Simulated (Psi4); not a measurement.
# One shape, several levels: quartet CF

Wanted: a comparison of 5 runs (UHF/STO-3G, UB3LYP/6-31G*, U-wB97X-V/cc-pVTZ, UTPSSh/cc-pVTZ, UMP3/cc-pVTZ) of quartet CF. 

The results are computed with Psi4 1.11.

2 further runs of the same task are left out: 2 that didn't finish.

## (1) The molecule

CF: 2 atoms, total charge 0, spin state quartet. As SMILES of the parent species, `[C]F`. The coordinates come from a PBE0-D4/def2-TZVP relaxation. That shape belongs to the parent species and isn't relaxed for this state.

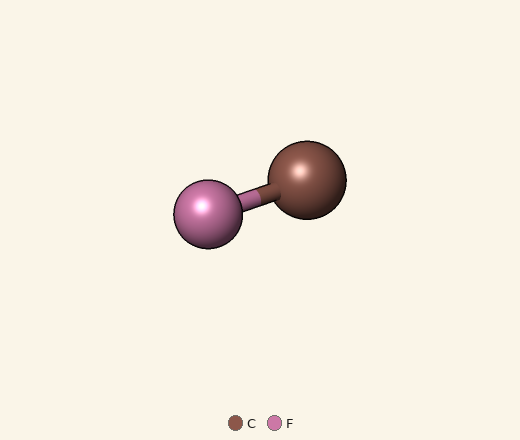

Viewed from a chosen angle; carbon brown, fluorine pink.

## (2) A single-point energy at UHF/STO-3G (run 1)

Input file job.json:

```json
{
  "schema_name": "qcschema_input",
  "schema_version": 1,
  "molecule": {
    "schema_name": "qcschema_molecule",
    "schema_version": 2,
    "symbols": ["C", "F"],
    "geometry": [0.0, 0.0, 0.00582036, 0.0, 0.0, 2.40244662],
    "molecular_charge": 0,
    "molecular_multiplicity": 4,
    "fix_symmetry": "c1",
    "fix_com": true,
    "fix_orientation": true
  },
  "driver": "energy",
  "model": {
    "method": "hf",
    "basis": "STO-3G"
  },
  "keywords": {
    "reference": "uhf",
    "puream": true,
    "e_convergence": 1e-09,
    "d_convergence": 1e-08,
    "scf_type": "pk",
    "maxiter": 100
  }
}
```

On the command line:

```sh
$ psi4 --qcschema job.json -n 1 --memory 2200MB
```

stdout:

```text
[...]
  Running in c1 symmetry.
[...]
  Nuclear repulsion =   22.531673336500951
[...]
  Multiplicity = 4
[...]
  Nalpha       = 9
  Nbeta        = 6
[...]
    Number of basis functions: 10
[...]
   @UHF iter   1:  -135.21023896548587   -9.91597e-01   1.28469e-02 DIIS/ADIIS
[...]
   @UHF iter  11:  -135.22684669587369   -2.84217e-14   1.40336e-09 DIIS
[...]
   @S^2 Observed:                3.751483585E+00
[...]
    Orbital Energies [Eh]
    ---------------------
    Alpha Occupied:
       1A    -25.996942     2A    -11.032188     3A     -1.568525
       4A     -0.841689     5A     -0.617214     6A     -0.617214
       7A     -0.555177     8A     -0.300022     9A     -0.300022
    Alpha Virtual:
      10A      0.702150
    Beta Occupied:
       1A    -25.988106     2A    -10.947460     3A     -1.517242
       4A     -0.627198     5A     -0.508395     6A     -0.508395
[...]
  @UHF Final Energy:  -135.22684669587369
   => Energetics <=
    Nuclear Repulsion Energy =             22.5316733365009512
    One-Electron Energy =                -233.5912508540939143
    Two-Electron Energy =                  75.8327308217192950
    Total Energy =                       -135.2268466958736894
  UHF NO Occupations:
  HONO-2 :    7  A 1.0000000
  HONO-1 :    8  A 1.0000000
[...]
 Multipole Moments:
 ------------------------------------------------------------------------------------
     Multipole            Electronic (a.u.)      Nuclear  (a.u.)        Total (a.u.)
 ------------------------------------------------------------------------------------
 L = 1.  Multiply by 2.5417464519 to convert [e a0] to [Debye]
 Dipole X            :          0.0000000            0.0000000            0.0000000
 Dipole Y            :         -0.0000000            0.0000000           -0.0000000
 Dipole Z            :        -22.0013072           21.6569417           -0.3443655
 Magnitude           :                                                    0.3443655
[...]
```

The result, in JSON:

```text
{
 "driver": "energy",
 "model": {
  "method": "hf",
  "basis": "STO-3G"
 },
 "success": true,
 "return_result": -135.2268466958737,
 "properties": {
  "calcinfo_nbasis": 10,
  "calcinfo_nmo": 10,
  "calcinfo_nalpha": 9,
  "calcinfo_nbeta": 6,
  "calcinfo_natom": 2,
  "nuclear_repulsion_energy": 22.53167333650095,
  "return_energy": -135.2268466958737,
  "scf_one_electron_energy": -233.59125085409391,
  "scf_two_electron_energy": 75.8327308217193,
  "scf_dipole_moment": [7.874177430732826e-16, -4.683777844683085e-18, -0.34436550533603594],
  "scf_total_energy": -135.2268466958737,
  "scf_iterations": 11
 }
}
```

Wall time 4.2 s (1 thread of Intel Xeon at 2.50GHz (Skylake/Cascade Lake), shared host); peak memory 0.18 GiB.

## (3) Energy and forces at UB3LYP/6-31G(d) (Cartesian functions) (run 2)

Input file job.in:

```
memory 2200 MB

molecule {
  0 4
  C
  F 1 1.26824
  symmetry c1
  no_reorient
  no_com
}

set reference uks
set puream false
set e_convergence 1e-09
set d_convergence 1e-08
set scf_type pk
set dft_radial_points 99
set dft_spherical_points 590
set maxiter 100

result, w = gradient("b3lyp/6-31G*", return_wfn=True)
oeprop(w, "QUADRUPOLE", "WIBERG_LOWDIN_INDICES", "MAYER_INDICES", title="B3LYP")
print_variables()
```

On the command line:

```sh
$ psi4 job.in job.out -n 1
```

job.out, shortened:

```text
[...]
  Running in c1 symmetry.
[...]
  Nuclear repulsion =   22.531673323803066
[...]
  Multiplicity = 4
[...]
  Nalpha       = 9
  Nbeta        = 6
[...]
    Number of basis functions: 30
[...]
   @UKS iter   1:  -137.62588280211651   -2.03139e-01   4.64763e-03 DIIS/ADIIS
[...]
   @UKS iter  10:  -137.63696594406326   -3.12639e-13   1.67584e-09 DIIS
[...]
   @S^2 Observed:                3.752244528E+00
[...]
  @UKS Final Energy:  -137.63696594406326
   => Energetics <=
    Nuclear Repulsion Energy =             22.5316733238030658
    One-Electron Energy =                -234.3568710587818487
    Two-Electron Energy =                  86.9677460241933886
    DFT Exchange-Correlation Energy =     -12.7795142332778795
    Empirical Dispersion Energy =           0.0000000000000000
    VV10 Nonlocal Energy =                  0.0000000000000000
    Total Energy =                       -137.6369659440632631
[...]
  -Total Gradient:
     Atom            X                  Y                   Z
    ------   -----------------  -----------------  -----------------
       1       -0.000000000000    -0.000000000000     0.069641111571
       2       -0.000000000000     0.000000000000    -0.069642413272
[...]
 Multipole Moments:
 ------------------------------------------------------------------------------------
     Multipole            Electronic (a.u.)      Nuclear  (a.u.)        Total (a.u.)
 ------------------------------------------------------------------------------------
 L = 1.  Multiply by 2.5417464519 to convert [e a0] to [Debye]
 Dipole X            :         -0.0000000            0.0000000           -0.0000000
 Dipole Y            :         -0.0000000            0.0000000           -0.0000000
 Dipole Z            :          0.2691714           -0.4631463           -0.1939749
 Magnitude           :                                                    0.1939749
 L = 2.  Multiply by 1.3450342976 to convert [e a0^2] to [Debye ang]
 Quadrupole XX       :         -7.6788166            0.0000000           -7.6788166
 Quadrupole XY       :          0.0000000            0.0000000            0.0000000
[...]
```

Run time: 12 s. Hardware: 1 thread of Intel Xeon at 2.50GHz (Skylake/Cascade Lake), shared host; peak memory 0.3 GiB.

Run 3 isn't shown in full; the table further down has it.

## (4) A single-point energy at UTPSSh/cc-pVTZ (run 4)

Input file input.in:

```
memory 2200 mb

molecule mol {
  0 4
  C
  F 1 r2

  r2 = 1.26824
  units angstrom
  symmetry c1
  no_reorient
  no_com
}

set {
  basis cc-pVTZ
  reference uks
  puream true
  e_convergence 1e-09
  d_convergence 1e-08
  scf_type pk
  dft_radial_points 99
  dft_spherical_points 590
  maxiter 100
}

result, w = energy("tpssh", return_wfn=True)
oeprop(w, "WIBERG_LOWDIN_INDICES", "QUADRUPOLE", "MAYER_INDICES", title="TPSSH")
print_variables()
```

On the command line:

```sh
$ psi4 -n 1 input.in input.out
```

input.out:

```text
[...]
  Running in c1 symmetry.
[...]
  Nuclear repulsion =   22.531673323803066
[...]
  Multiplicity = 4
[...]
  Nalpha       = 9
  Nbeta        = 6
[...]
    Number of basis functions: 60
[...]
   @UKS iter   1:  -137.68275920113686   -1.99615e-01   3.24625e-03 DIIS/ADIIS
[...]
   @UKS iter  10:  -137.70360126318363   -7.95808e-13   3.64450e-09 DIIS
[...]
   @S^2 Observed:                3.753228675E+00
[...]
    Orbital Energies [Eh]
    ---------------------
    Alpha Occupied:
       1A    -24.672150     2A    -10.252482     3A     -1.277023
       4A     -0.664405     5A     -0.504379     6A     -0.504379
       7A     -0.468787     8A     -0.213639     9A     -0.213639
    Alpha Virtual:
      10A      0.110907    11A      0.271969    12A      0.271969
      13A      0.278012    14A      0.360291    15A      0.604533
      16A      0.604533    17A      0.638854    18A      0.715348
      19A      0.715348    20A      0.822420    21A      0.822420
      22A      1.059181    23A      1.461015    24A      1.860634
      25A      1.860634    26A      1.862518    27A      1.862518
[...]
  @UKS Final Energy:  -137.70360126318363
   => Energetics <=
    Nuclear Repulsion Energy =             22.5316733238030658
    One-Electron Energy =                -234.2801248388559827
    Two-Electron Energy =                  88.3557856212111687
    DFT Exchange-Correlation Energy =     -14.3109353693418786
    Empirical Dispersion Energy =           0.0000000000000000
    VV10 Nonlocal Energy =                  0.0000000000000000
    Total Energy =                       -137.7036012631836286
[...]
 Multipole Moments:
 ------------------------------------------------------------------------------------
     Multipole            Electronic (a.u.)      Nuclear  (a.u.)        Total (a.u.)
 ------------------------------------------------------------------------------------
 L = 1.  Multiply by 2.5417464519 to convert [e a0] to [Debye]
 Dipole X            :         -0.0000000            0.0000000           -0.0000000
 Dipole Y            :          0.0000000            0.0000000            0.0000000
 Dipole Z            :          0.3097028           -0.4631463           -0.1534435
 Magnitude           :                                                    0.1534435
 L = 2.  Multiply by 1.3450342976 to convert [e a0^2] to [Debye ang]
 Quadrupole XX       :         -7.9863616            0.0000000           -7.9863616
 Quadrupole XY       :         -0.0000000            0.0000000           -0.0000000
[...]
```

Run time: 24 s. Hardware: 1 thread of Intel Xeon at 2.50GHz (Skylake/Cascade Lake), shared host; peak memory 0.72 GiB.

## (5) A single-point energy at UMP3/cc-pVTZ (run 5)

Input file cf.in:

```
memory 2200 MB

molecule {
  0 4
  C
  F 1 1.26824
  units angstrom
  symmetry c1
}

set basis cc-pVTZ
set reference uhf
set puream true
set e_convergence 1e-09
set d_convergence 1e-08
set scf_type pk
set num_frozen_docc 2
set maxiter 100
set mp_type conv

energy('mp3')
```

On the command line:

```sh
$ psi4 -i cf.in -o cf.out -n 1
```

cf.out:

```text
[...]
  Running in c1 symmetry.
[...]
  Nuclear repulsion =   22.531673323803066
[...]
  Multiplicity = 4
[...]
  Nalpha       = 9
  Nbeta        = 6
[...]
    Number of basis functions: 60
[...]
   @UHF iter   1:  -137.09300837804011   -5.94738e-01   4.22364e-03 DIIS/ADIIS
[...]
   @UHF iter  12:  -137.14089122272918   -1.27898e-12   6.05642e-09 DIIS
[...]
   @S^2 Observed:                3.755958545E+00
[...]
    Orbital Energies [Eh]
    ---------------------
    Alpha Occupied:
       1A    -26.351337     2A    -11.372629     3A     -1.698798
       4A     -0.962686     5A     -0.771032     6A     -0.771032
       7A     -0.706807     8A     -0.423146     9A     -0.423146
    Alpha Virtual:
      10A      0.255412    11A      0.395544    12A      0.395544
      13A      0.409969    14A      0.592155    15A      0.778481
      16A      0.778481    17A      0.843049    18A      0.925473
      19A      0.925473    20A      1.029153    21A      1.029153
      22A      1.321303    23A      1.756618    24A      2.186204
      25A      2.186204    26A      2.197127    27A      2.197127
[...]
  @UHF Final Energy:  -137.14089122272918
   => Energetics <=
    Nuclear Repulsion Energy =             22.5316733238030658
    One-Electron Energy =                -234.3944658565051213
    Two-Electron Energy =                  74.7219013099728642
    Total Energy =                       -137.1408912227291808
  UHF NO Occupations:
  HONO-2 :    7  A 1.0000000
  HONO-1 :    8  A 1.0000000
[...]
 Multipole Moments:
 ------------------------------------------------------------------------------------
     Multipole            Electronic (a.u.)      Nuclear  (a.u.)        Total (a.u.)
 ------------------------------------------------------------------------------------
 L = 1.  Multiply by 2.5417464519 to convert [e a0] to [Debye]
 Dipole X            :         -0.0000000            0.0000000           -0.0000000
 Dipole Y            :         -0.0000000            0.0000000           -0.0000000
 Dipole Z            :          0.1013639           -0.4631463           -0.3617824
 Magnitude           :                                                    0.3617824
[...]
	SCS-MP2 Total Energy (a.u.)        :  -137.43546302685564
	SOS-MP2 Total Energy (a.u.)        :  -137.42626377215717
[...]
	SOS-PI-MP2 Total Energy (a.u.)     :  -137.44821550672856
[...]
	MP2 Total Energy (a.u.)            :  -137.45386153625250
[...]
	SCS-MP3 Total Energy (a.u.)        :  -137.43648041868835
[...]
	MP3 Total Energy (a.u.)            :  -137.45793110358335
[...]
```

It took 21 s on 1 thread of Intel Xeon at 2.50GHz (Skylake/Cascade Lake), shared host; peak memory 0.36 GiB.

## (6) All runs side by side

| run | level | task | Cartesian functions | energy (Eh) | dipole moment (D) | HOMO energy (eV) | LUMO energy (eV) | wall time |
| --- | --- | --- | --- | --- | --- | --- | --- | --- |
| 1 | UHF/STO-3G | energy | no | -135.226847 | 0.88 | -8.16 | 5.00 | 4.2 s |
| 2 | UB3LYP/6-31G* (Cartesian functions) | gradient | yes | -137.636966 | 0.49 | -5.89 | -5.81 | 12 s |
| 3 | U-wB97X-V/cc-pVTZ | energy | no | -137.644683 | 0.43 | -9.12 | -3.44 | 30 s |
| 4 | UTPSSh/cc-pVTZ | energy | no | -137.703601 | 0.39 | -5.81 | – | 24 s |
| 5 | UMP3/cc-pVTZ | energy | no | -137.457931 | – | -11.51 | 0.10 | 21 s |

## (7) What came out

```
                                                         quantity          value
                                              run 5: total energy  -137.45793 Eh
run 5: HOMO energy (Hartree–Fock orbitals) (highest over α and β)      -11.51 eV
 run 5: LUMO energy (Hartree–Fock orbitals) (lowest over α and β)        0.10 eV
               run 5: correlation energy (2 core orbitals frozen)     -317.0 mEh
                         run 5: ⟨S²⟩ of the reference determinant          3.756
```

Over runs 1, 2, 3, 4 the dipole moment (its size) runs from 0.39 D (UTPSSh/cc-pVTZ) to 0.88 D (UHF/STO-3G). The two ends differ in method and basis. Totals of different functionals can't be ranked against each other. In run 1 the basis is minimal, so the values are rough. All runs together took 91 s, the longest 30 s.
